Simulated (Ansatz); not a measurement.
```xyz
17

C     1.3757    0.8354    0.2016
C     0.1618   -0.0796    0.2091
C     0.5490   -1.5259   -0.0535
C    -0.6382    0.0618    1.4939
Sn   -1.1228    0.5464   -1.4189
Cl   -1.8322    2.7425   -1.1816
Cl   -0.0581    0.4119   -3.4758
Cl   -3.0365   -0.7555   -1.5762
H     2.0473    0.5418    1.0176
H     1.1032    1.8817    0.3601
H     1.9399    0.7627   -0.7313
H    -0.3212   -2.1863   -0.0801
H     1.2017   -1.8720    0.7571
H     1.0989   -1.6409   -0.9907
H    -0.0116   -0.2485    2.3388
H    -1.5293   -0.5706    1.4953
H    -0.9469    1.0943    1.6747
```

Geometry: PBE0-D4/def2-TZVP; core potentials replace the inner electrons of Sn.

Computed with RKS PBE0-D4/def2-TZVPP (Ansatz).

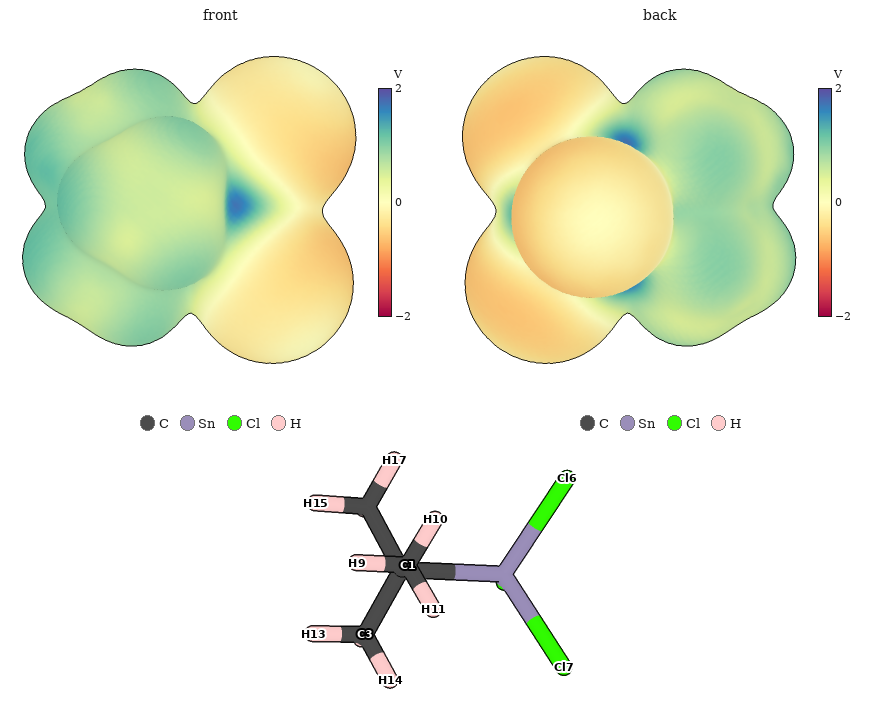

C$_{4}$H$_{9}$Cl$_{3}$Sn (SMILES C[C](C)(C)[Sn]([Cl])([Cl])[Cl]). The electrostatic potential painted on the density surface at 0.002 e/bohr³, seen from the front and from behind; the colour scale runs from red (negative) to blue (positive). The bare structure is drawn below in the same view.

**Which sites attract a positive test charge, and which a negative one?**

A positive charge is drawn to the negative regions and a negative charge to the positive ones. The most negative region (about −0.6 V) lies over Cl6, Cl7 and Cl8, the most positive (about +1.6 V) over Sn5.
